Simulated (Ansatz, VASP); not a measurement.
# Ti16C16Cl3 (Cl on TiC(001)) in two plane-wave programs, part 2 of 2

Wanted: the spread between two codes on one cell, functional and k mesh.  The structure shown is the end of the VASP relaxation below.

VASP 6.6.1 and Ansatz 0.2.0.

So far: Set-up; VASP: relaxation, PBEsol.

**3. Ansatz: single point, PBEsol**

Level of this step: Ansatz beside VASP: Kohn-Sham DFT, plane waves, PBEsol (Ansatz).

Ansatz runs on its default PAW (the set named soft_2) files.

The same cell, functional, mesh and smearing now go to Ansatz, which takes its cutoff from its data sets.

input.yaml

```yaml
crystal:
  lattice:
    - [6.09526045, 0.0, 0.0]
    - [0.0, 6.09526045, 0.0]
    - [0.0, 0.0, 24.715]
  atoms:
    - { symbol: Ti, position: [0.0, 0.0, 0.32369007] }
    - { symbol: Ti, position: [0.0, 0.5, 0.32369007] }
    - { symbol: Ti, position: [0.5, 0.0, 0.32369007] }
    - { symbol: Ti, position: [0.5, 0.5, 0.32369007] }
    - { symbol: Ti, position: [0.25, 0.25, 0.41088408] }
    - { symbol: Ti, position: [0.25, 0.75, 0.41088408] }
    - { symbol: Ti, position: [0.75, 0.25, 0.41088408] }
    - { symbol: Ti, position: [0.75, 0.75, 0.41088408] }
    - { symbol: Ti, position: [0.00095561, 0.99904439, 0.49786208] }
    - { symbol: Ti, position: [0.00095561, 0.50095561, 0.49786208] }
    - { symbol: Ti, position: [0.49904439, 0.99904439, 0.49786208] }
    - { symbol: Ti, position: [0.49904439, 0.50095561, 0.49786208] }
    - { symbol: Ti, position: [0.25, 0.25, 0.5895223] }
    - { symbol: Ti, position: [0.25, 0.75, 0.58629681] }
    - { symbol: Ti, position: [0.75, 0.25, 0.58205178] }
    - { symbol: Ti, position: [0.75, 0.75, 0.5895223] }
    - { symbol: C, position: [0.25, 0.25, 0.32369007] }
    - { symbol: C, position: [0.25, 0.75, 0.32369007] }
    - { symbol: C, position: [0.75, 0.25, 0.32369007] }
    - { symbol: C, position: [0.75, 0.75, 0.32369007] }
    - { symbol: C, position: [0.0, 0.0, 0.41088408] }
    - { symbol: C, position: [0.0, 0.5, 0.41088408] }
    - { symbol: C, position: [0.5, 0.0, 0.41088408] }
    - { symbol: C, position: [0.5, 0.5, 0.41088408] }
    - { symbol: C, position: [0.25, 0.25, 0.49670367] }
    - { symbol: C, position: [0.25, 0.75, 0.49734444] }
    - { symbol: C, position: [0.75, 0.25, 0.4975164] }
    - { symbol: C, position: [0.75, 0.75, 0.49670367] }
    - { symbol: C, position: [0.99810218, 0.00189782, 0.5831689] }
    - { symbol: C, position: [0.99810218, 0.49810218, 0.5831689] }
    - { symbol: C, position: [0.50189782, 0.00189782, 0.5831689] }
    - { symbol: C, position: [0.50189782, 0.49810218, 0.5831689] }
    - { symbol: Cl, position: [0.25, 0.25, 0.68222501] }
    - { symbol: Cl, position: [0.25, 0.75, 0.6795199] }
    - { symbol: Cl, position: [0.75, 0.75, 0.68222501] }
hamiltonian:
  xc: pbesol
  pseudopotentials: { kind: paw }
kpoints:
  mp_grid: { grid: [4, 4, 1] }
scf:
  occupations: { method: methfessel_paxton, width: 0.1 }
  n_extra_bands: 12
efield:
  axis: 3
  dipole_correction: true
  ramp_width: 0.04
output:
  forces: true
  eigenvalues: true
```

Launch:

```sh
> ansatz run input.yaml --threads 8 --pin off --max-ram 18432MiB --backend cpu --events-out ev --progress --plain --runs-dir out
```

Numbers of over 12 decimals in the logs are rounded to 6 here.

Output:

```text
scf.n_extra_bands = 12 over 139 filled bands (N_el = 277.0): the run solves 151 bands
Engine: ansatz 0.2.0, aarch64-unknown-linux-gnu
Pseudopotentials: kind: paw
Pseudopotential: Ti, paw, valence charge 12, recommended cutoff 420 eV (normal), Ti.paw.azcp
Pseudopotential: C, paw, valence charge 4, recommended cutoff 420 eV (normal), C.paw.azcp
Pseudopotential: Cl, paw, valence charge 7, recommended cutoff 420 eV (normal), Cl.paw.azcp
Functional definition: PBEsol
  exchange = pbesol_x
  correlation = pbesol_c
Crystal: 35 atoms, lattice volume = 918.217 Å³
Basis set: ecut = 420 eV, 17943 PW (Γ), exchange–correlation on 90×90×360 points (8 copies of the dense FFT grid, shifted against one another)
Bands: 151, of which v1, the nominal top of the filled ones, is band 139 counted from 1 (138 counted from 0)
Symmetry: 8 space group operations
Space group: P4mm (ITA 99), of the structure as read, at distance tolerance 9.7e-5 Å
k-points: 6 of 16
Non-local potential: Ti, projectors of the file, l = 0: 3, l = 1: 2, l = 2: 3, l = 3: 1
Non-local potential: C, projectors of the file, l = 0: 2, l = 1: 2, l = 2: 1
Non-local potential: Cl, projectors of the file, l = 0: 2, l = 1: 2, l = 2: 2
PAW form: soft (Blöchl's): semilocal exchange-correlation on the pseudo side does not see the compensation charge
PAW frozen core: Ti, regenerated for the run's functional, and the local potential with it (the file was generated under x = pbe(κ = 0.804, μ = 0.219515), c = pbe(β = 0.066725))
PAW frozen core: C, regenerated for the run's functional, and the local potential with it (the file was generated under x = pbe(κ = 0.804, μ = 0.219515), c = pbe(β = 0.066725))
PAW frozen core: Cl, regenerated for the run's functional, and the local potential with it (the file was generated under x = pbe(κ = 0.804, μ = 0.219515), c = pbe(β = 0.066725))
PAW one-centre angular grid: Ti, 590 points (default); XC on 64 Gauss nodes
PAW one-centre angular grid: C, 110 points (default); XC on 64 Gauss nodes
PAW one-centre angular grid: Cl, 110 points (default); XC on 64 Gauss nodes
Initial density: superposition of atomic densities (neutral atoms: chi_scale 0, normalization atom), corrected by the library's trained network
Initial wavefunctions: pseudopotential atomic-orbital guess
Functional: x = pbesol(κ = 0.804, μ = 0.123457), c = pbesol(β = 0.046)
SCF iter   1: F=—  HF=-46733.514949 eV  |F-HF|=—  |Δ(HF+E_count)|=         —  Δρ=9.78e-3  dr2=3.45e0  ethr=1.77e-3  p=-0.595 e·Å  D=-1.17e-1 V/Å  ΔV_dip=2.90 eV  dr2_dipole=9.72e-1  V_vac-E_F(+/−)=7.14/4.25 eV  ⟨swp⟩=6.8  Hψ=4197  notcnv=0
efield: sawtooth ramp at fractional position 0.9830 (placed from the atoms, in the widest stretch of the axis that holds none; the zero of the levels goes with the place), width 0.0400; the density the first Hamiltonian is built on has a dipole p = -0.595 e·Å; the dipole correction subtracts the counter field D = -1.17e-1 V/Å, which shifts the + side's vacuum level by +2.90 eV against the − side's; the planar-averaged density in the ramp window peaks in size at 6.2e-5 e/Å³
preconditioner: auto → LDOS  [insulator: Δε(μ)=0.139 eV  Ē_g=5.570 eV  σ=0.100 eV  W_gap=0.64  n_scr=156 (ndim 8)  ℏωp=15.0 eV  f_vac=0.530  D(μ)=5.61/eV (n_scr^D=12)  ε∞_Penn≈8.2  β→1.0]
SCF iter   2: F=—  HF=-46734.500782 eV  |F-HF|=—  |Δ(HF+E_count)|=   9.86e-1  S|Δr|=    0.00e0  Δρ=1.61e-2  dr2=1.09e1  ethr=1.24e-3  p=-0.379 e·Å  D=-7.46e-2 V/Å  ΔV_dip=1.84 eV  dr2_dipole=3.07e0  V_vac-E_F(+/−)=6.13/4.29 eV  ⟨swp⟩=2.7  Hψ=1618  notcnv=0  defer=26  recentre
SCF iter   3: F=—  HF=-46733.266950 eV  |F-HF|=—  |Δ(HF+E_count)|=    1.23e0  S|Δr|=    0.00e0  Δρ=3.30e-3  dr2=5.42e-1  ethr=1.24e-3  p=-0.568 e·Å  D=-1.12e-1 V/Å  ΔV_dip=2.77 eV  dr2_dipole=1.73e-1  V_vac-E_F(+/−)=7.04/4.28 eV  ⟨swp⟩=2.7  Hψ=1419  notcnv=0  defer=24
SCF iter   4: F=—  HF=-46733.257598 eV  |F-HF|=—  |Δ(HF+E_count)|=   9.35e-3  S|Δr|=    0.00e0  Δρ=2.68e-3  dr2=5.67e-1  ethr=1.96e-4  p=-0.569 e·Å  D=-1.12e-1 V/Å  ΔV_dip=2.77 eV  dr2_dipole=2.22e-1  V_vac-E_F(+/−)=7.03/4.25 eV  ⟨swp⟩=2.2  Hψ=1261  notcnv=0  defer=25
SCF iter   5: F=—  HF=-46733.251609 eV  |F-HF|=—  |Δ(HF+E_count)|=   5.99e-3  S|Δr|=    0.00e0  Δρ=2.12e-3  dr2=2.77e-1  ethr=1.96e-4  p=-0.590 e·Å  D=-1.16e-1 V/Å  ΔV_dip=2.88 eV  dr2_dipole=1.09e-1  V_vac-E_F(+/−)=7.06/4.18 eV  ⟨swp⟩=2.0  Hψ=1186  notcnv=0  defer=25
SCF iter   6: F=—  HF=-46733.246627 eV  |F-HF|=—  |Δ(HF+E_count)|=   4.98e-3  S|Δr|=    0.00e0  Δρ=1.29e-3  dr2=1.02e-1  ethr=1.00e-4  p=-0.590 e·Å  D=-1.16e-1 V/Å  ΔV_dip=2.88 eV  dr2_dipole=3.75e-2  V_vac-E_F(+/−)=7.06/4.19 eV  ⟨swp⟩=1.5  Hψ=966  notcnv=0  defer=25
SCF iter   7: F=—  HF=-46733.243928 eV  |F-HF|=—  |Δ(HF+E_count)|=   2.70e-3  S|Δr|=    0.00e0  Δρ=2.15e-4  dr2=1.45e-3  ethr=3.69e-5  p=-0.588 e·Å  D=-1.16e-1 V/Å  ΔV_dip=2.86 eV  dr2_dipole=1.59e-4  V_vac-E_F(+/−)=7.06/4.20 eV  ⟨swp⟩=1.5  Hψ=1023  notcnv=0  defer=25
SCF iter   8: F=—  HF=-46733.244110 eV  |F-HF|=—  |Δ(HF+E_count)|=   1.82e-4  S|Δr|=    0.00e0  Δρ=2.54e-4  dr2=3.28e-3  ethr=5.23e-7  p=-0.588 e·Å  D=-1.16e-1 V/Å  ΔV_dip=2.86 eV  dr2_dipole=1.28e-3  V_vac-E_F(+/−)=7.06/4.20 eV  ⟨swp⟩=2.5  Hψ=1377  notcnv=0  defer=25
SCF iter   9: F=—  HF=-46733.244001 eV  |F-HF|=—  |Δ(HF+E_count)|=   1.10e-4  S|Δr|=    0.00e0  Δρ=9.09e-5  dr2=2.51e-4  ethr=5.23e-7  p=-0.588 e·Å  D=-1.16e-1 V/Å  ΔV_dip=2.87 eV  dr2_dipole=8.44e-5  V_vac-E_F(+/−)=7.07/4.20 eV  ⟨swp⟩=2.0  Hψ=1079  notcnv=0  defer=25
SCF iter  10: F=—  HF=-46733.244025 eV  |F-HF|=—  |Δ(HF+E_count)|=   2.40e-5  S|Δr|=    0.00e0  Δρ=7.37e-5  dr2=1.39e-4  ethr=9.06e-8  p=-0.589 e·Å  D=-1.16e-1 V/Å  ΔV_dip=2.87 eV  dr2_dipole=2.85e-5  V_vac-E_F(+/−)=7.07/4.20 eV  ⟨swp⟩=2.3  Hψ=1213  notcnv=0  defer=25
SCF iter  11: F=—  HF=-46733.244014 eV  |F-HF|=—  |Δ(HF+E_count)|=   1.05e-5  S|Δr|=    0.00e0  Δρ=3.10e-5  dr2=1.90e-5  ethr=5.00e-8  p=-0.589 e·Å  D=-1.16e-1 V/Å  ΔV_dip=2.87 eV  dr2_dipole=3.11e-7  V_vac-E_F(+/−)=7.07/4.20 eV  ⟨swp⟩=2.3  Hψ=1298  notcnv=0  defer=25
SCF iter  12: F=—  HF=-46733.243757 eV  |F-HF|=—  |Δ(HF+E_count)|=   2.57e-4  S|Δr|=    0.00e0  Δρ=1.36e-5  dr2=3.22e-6  ethr=6.85e-9  p=-0.589 e·Å  D=-1.16e-1 V/Å  ΔV_dip=2.87 eV  dr2_dipole=6.42e-8  V_vac-E_F(+/−)=7.07/4.20 eV  ⟨swp⟩=3.0  Hψ=1317  notcnv=0  defer=26
SCF iter  13: F=—  HF=-46733.243757 eV  |F-HF|=—  |Δ(HF+E_count)|=   2.03e-8  S|Δr|=    0.00e0  Δρ=4.23e-6  dr2=2.42e-7  ethr=1.16e-9  p=-0.589 e·Å  D=-1.16e-1 V/Å  ΔV_dip=2.87 eV  dr2_dipole=1.22e-9  V_vac-E_F(+/−)=7.07/4.20 eV  ⟨swp⟩=2.0  Hψ=1326  notcnv=0  defer=26
SCF iter  14: F=-46733.243758 eV  HF=-46733.243758 eV  |F-HF|=5.06e-8  |Δ(HF+E_count)|=   1.95e-7  S|Δr|=    0.00e0  Δρ=1.42e-6  dr2=2.52e-8  ethr=3.61e-11  p=-0.589 e·Å  D=-1.16e-1 V/Å  ΔV_dip=2.87 eV  dr2_dipole=1.34e-10  V_vac-E_F(+/−)=7.07/4.20 eV  ⟨swp⟩=15.3  Hψ=4033  notcnv=0
SCF 1 converged in 14 iterations: F = -46733.243758 eV  dr2 = 2.52e-8
  greatest PAW one-centre occupation: 0.999 electrons in one spin orbital (limit 2), on the Ti atom at site 15 (counted from 0), in its partial waves of l = 0
SCF converged after 14 iterations
Stability not checked: this state was not tested for a lower state beside it, because cold or Methfessel-Paxton smearing, or corrected tetrahedra, fill the levels in a way that the test cannot read (fill_not_monotonic; see scf.lower_state_search)
Free energy (F): -46733.243758 eV
Harris-Foulkes:  -46733.243758 eV  (|F-HF|=5.06e-8)
Internal energy: -46733.242570 eV  (E = F + TS)
E sigma→0 (E₀):  -46733.243461 eV
Entropy (-TS):   -0.001188 eV (-0.034 meV/atom)
Fermi energy:    2.033307 eV
Dipole field:    D = -0.116045 V/Å  (p = -0.588855 e·Å, saw-weighted, corrected)
Work function:   Φ+ = 7.0671 eV   Φ− = 4.1990 eV
Levels:          The Fermi level and band energies are counted from a zero that moves with the ramp; work functions are not
--- Per-component energies (eV) ---
  E_band       = -4973.395758
  E_kinetic    = 6242.617043
  E_local      = -302300.824961  (includes V_loc(G=0)·N_el)
  E_nonlocal   = 624.095283
  E_hartree    = 148275.540882
  E_xc         = -2642.802161
  E_vxc        = -3276.902998  (∫ρ·V_xc dr)
  E_paw        = -19783.276373  (= ΣΔE_a)
  E_vpaw       = -2788.724566  (= ΣTr[D̂ρ^β])
  E_aug_tail   = 0.002576  (compensation charges beyond the density's cutoff)
  E_efield     = 0.034167  (sawtooth field / dipole correction)
  E_vefield    = -24.736884  (∫n·V_field dr)
  E_ewald      = 122848.567920
  E_core_change = 2.803053  (= ΣΔE_core)
  E_smearing   = -0.001188  (= −TS)
  E_closure    = 0.000000  (closes the sum)
  Σ components = -46733.243758   (vs F -46733.243758, Δ=0.00e0)
--- Forces (eV/Å), atoms counted from 1 ---
  atom   1  Ti    -0.01442706     0.01442706     1.50098339
  atom   2  Ti    -0.01442706    -0.01442706     1.50098339
  atom   3  Ti     0.01442706     0.01442706     1.50098339
  atom   4  Ti     0.01442706    -0.01442706     1.50098339
  atom   5  Ti     0.00000000     0.00000000     0.30952963
  atom   6  Ti     0.00000000     0.00000000     0.01659784
  atom   7  Ti     0.00000000     0.00000000     0.15646287
  atom   8  Ti     0.00000000     0.00000000     0.30952963
  atom   9  Ti    -0.01172180     0.01172180     0.02709326
  atom  10  Ti    -0.01172180    -0.01172180     0.02709326
  atom  11  Ti     0.01172180     0.01172180     0.02709326
  atom  12  Ti     0.01172180    -0.01172180     0.02709326
  atom  13  Ti    -0.00000000     0.00000000    -0.06038647
  atom  14  Ti     0.00000000    -0.00000000     0.02060316
  atom  15  Ti    -0.00000000    -0.00000000    -0.06948207
  atom  16  Ti    -0.00000000     0.00000000    -0.06038647
  atom  17  C     -0.00000000     0.00000000    -0.95495113
  atom  18  C     -0.00000000    -0.00000000    -0.84008615
  atom  19  C     -0.00000000     0.00000000    -0.89466009
  atom  20  C     -0.00000000     0.00000000    -0.95495113
  atom  21  C     -0.00759242     0.00759242    -0.74973517
  atom  22  C     -0.00759242    -0.00759242    -0.74973517
  atom  23  C      0.00759242     0.00759242    -0.74973517
  atom  24  C      0.00759242    -0.00759242    -0.74973517
[...]
atom  28  C      0.00000000     0.00000000     0.00631367
  atom  29  C      0.00310218    -0.00310218    -0.02772203
  atom  30  C      0.00310218     0.00310218    -0.02772203
  atom  31  C     -0.00310218    -0.00310218    -0.02772203
  atom  32  C     -0.00310218     0.00310218    -0.02772203
  atom  33  Cl    -0.00000000    -0.00000000    -0.01049717
  atom  34  Cl    -0.00000000     0.00000000    -0.00555716
  atom  35  Cl     0.00000000     0.00000000    -0.01049717
  max |Σ_I F_I| component: 8.94e-5 eV/Å
--- Band table (eV; the first three rows and the last of 6) ---
  k-point 0: bands = [... 135 lower, 2.1181, 2.1477, 2.1916, 2.3326, 2.4272, 2.4272, 2.5599, 2.5599, ... 8 higher]
  k-point 1: bands = [... 135 lower, 1.8548, 1.9314, 2.0678, 2.2554, 2.3794, 2.6364, 2.7435, 2.9131, ... 8 higher]
  k-point 2: bands = [... 135 lower, 1.5635, 1.6020, 1.7200, 1.8034, 2.0335, 3.1174, 3.1242, 3.5660, ... 8 higher]
  k-point 5: bands = [... 135 lower, 1.5568, 1.7180, 1.7476, 1.7476, 1.9687, 2.6084, 2.6084, 2.8539, ... 8 higher]
```

The job ended after 31 s (8 threads of Arm Neoverse N1, shared host; peak memory 3.4 GiB).

In the SCF lines HF is the Harris–Foulkes energy and dr2 the Hartree energy of the density residual, in eV; the loop may stop once dr2 is under the threshold and the program's other checks hold. Hψ counts applications of the Hamiltonian.

**4. Comparison**

Known differences besides the PAW data sets themselves: the cutoff is 420 eV in Ansatz and 400 eV in VASP (PREC = Normal, projectors in real space); Ansatz makes its cores anew for this functional, VASP keeps those of its PBE data sets. Total energies have different zeros and are not compared.

Forces on 10 of the 35 atoms, picked by the larger force of the two programs (eV/Å; atoms numbered as in POSCAR):

```tsv
atom	Ansatz x, y, z	VASP x, y, z
Ti1	-0.014, 0.014, 1.501	-0.014, 0.014, 1.477
Ti2	-0.014, -0.014, 1.501	-0.014, -0.014, 1.477
Ti3	0.014, 0.014, 1.501	0.014, 0.014, 1.477
Ti4	0.014, -0.014, 1.501	0.014, -0.014, 1.477
C17	0.000, 0.000, -0.955	0.000, 0.000, -0.965
C18	0.000, 0.000, -0.840	0.000, 0.000, -0.850
C19	0.000, 0.000, -0.895	0.000, 0.000, -0.905
C20	0.000, 0.000, -0.955	0.000, 0.000, -0.965
C23	0.008, 0.008, -0.750	0.008, 0.008, -0.749
C24	0.008, -0.008, -0.750	0.008, -0.008, -0.749
```

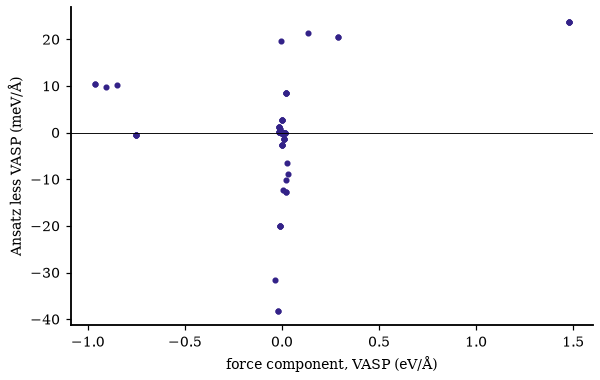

Difference of the force components against their size.

The forces differ by 10 meV/Å r.m.s., which is 2.7 % of the r.m.s. force of 0.37 eV/Å (both taken over all components, held atoms included).

**5. Results**

```
r.m.s. force difference (single point, PBEsol) : 2.7 % of the r.m.s. force
```

In words: The r.m.s. force difference is 2.7 % of the r.m.s. force (single point, PBEsol), within the 3 % picked in this series as the mark of a large difference. How closely two codes agree says nothing of how well the functional describes the real material.

[Lines on the potential files, build, host, timing and source positions are cut from VASP's logs without a mark.]

[Logs are printed without paths, hosts, clocks, repeated set-up lines and the standing remarks that a program may print on its own settings, such as how far it seeks lower states.]

[Hosts, paths, dates, database ids (printed as entryN), source tags and the programs' standing remarks are cut or masked in the printed files.]
